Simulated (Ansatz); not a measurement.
**F$_{2}$H$_{2}$OSi···H$_{2}$S: density, localisation and related maps**

| atom | x (Å) | y (Å) | z (Å) |
| --- | --- | --- | --- |
| Si | -0.5145 | 1.0606 | -0.5019 |
| S | 1.7253 | -1.2867 | 1.5156 |
| F | -1.5410 | 1.9850 | -1.2805 |
| F | 0.9214 | 1.5517 | -0.9472 |
| H | -0.6859 | 1.2131 | 0.9405 |
| H | 0.8760 | -1.6538 | 0.5426 |
| O | -0.7540 | -0.4897 | -0.9134 |
| H | 0.8709 | -1.6641 | 2.4786 |
| H | -0.8981 | -0.7161 | -1.8341 |

The product side of a reaction path; geometry: PBE0-D4/def2-TZVP.

The calculation used RKS PBE0-D4/def2-TZVPP (Ansatz 0.2.0).

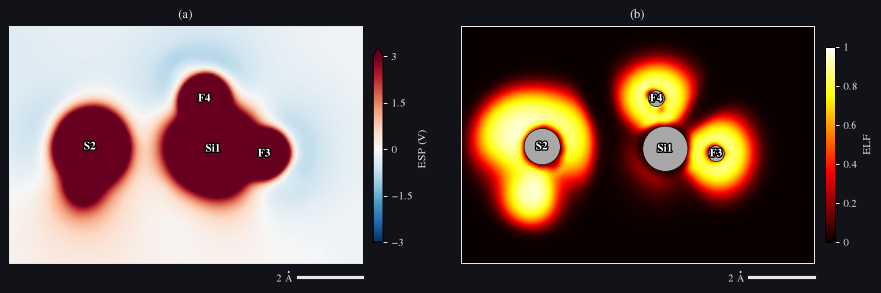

Figure 1. (a) electrostatic potential; (b) ELF on the plane of atoms F3, Si1 and F4. Grey discs cover the atomic cores in the ELF map.

> What does the map show?

- The section cuts through Si, S and F sites.
- Si–F (1.58 Å): the ELF peaks at about 0.85 in the valence shell of F, 0.6 Å from its nucleus, and is about 0.45 at the midpoint.
- The ELF also peaks beside F3, S2 and F4, away from the bonds: lone-pair regions.
- Outside the dense part of the complex the potential is most negative (−0.9 V) near F4.

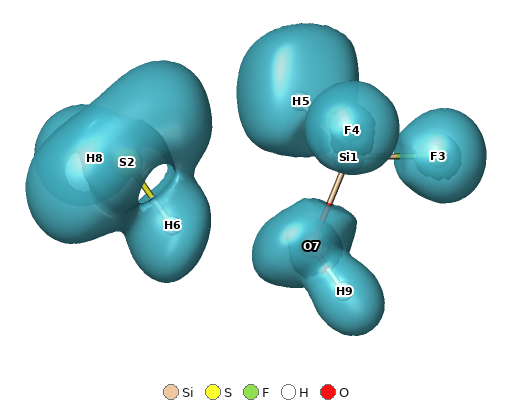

Figure 2. Isosurface of the electron localisation function at 0.75 (cyan), seen across its widest extent. Only the valence region is drawn (cores and ρ < 0.01 e/Å³ removed).

> What do the ELF domains correspond to?

At this value the surface marks out one region around a hydrogen nucleus, two regions wrapped around F (its lone pairs, merged into a ring or cap), one joined region spread over several atoms (H, O), in which their bonds and any lone pairs are merged and one joined region spread over several atoms (H, S), in which their bonds and any lone pairs are merged.


O7···H6 (2.48 Å): the ELF dips to about 0 between them (a weak contact between the two molecules).

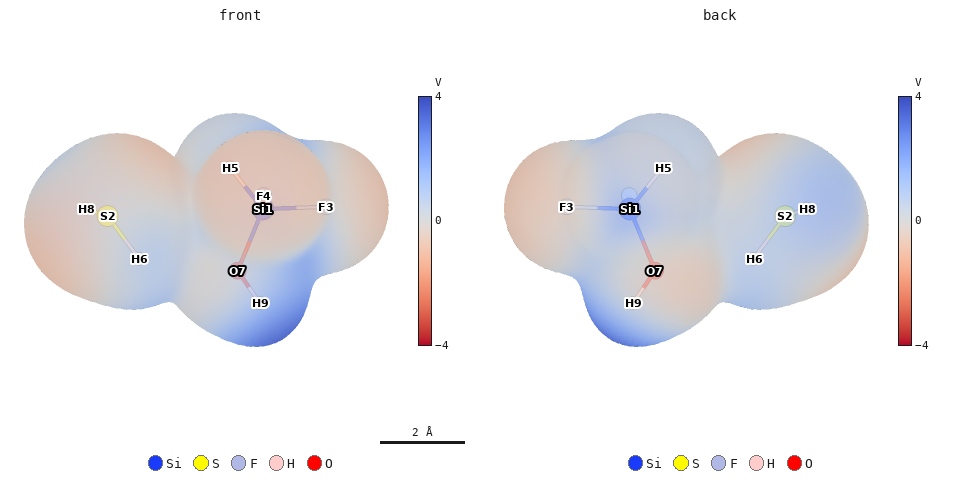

Figure 3. The molecular electrostatic potential painted on the density surface at 0.002 e/bohr³, seen from the front and from behind; the colour scale runs from red (negative) to blue (positive).

> Where is the surface potential most negative and most positive?

The most negative region (about −0.9 V) lies over S2 and F4, the most positive (about +3.2 V) over H9.
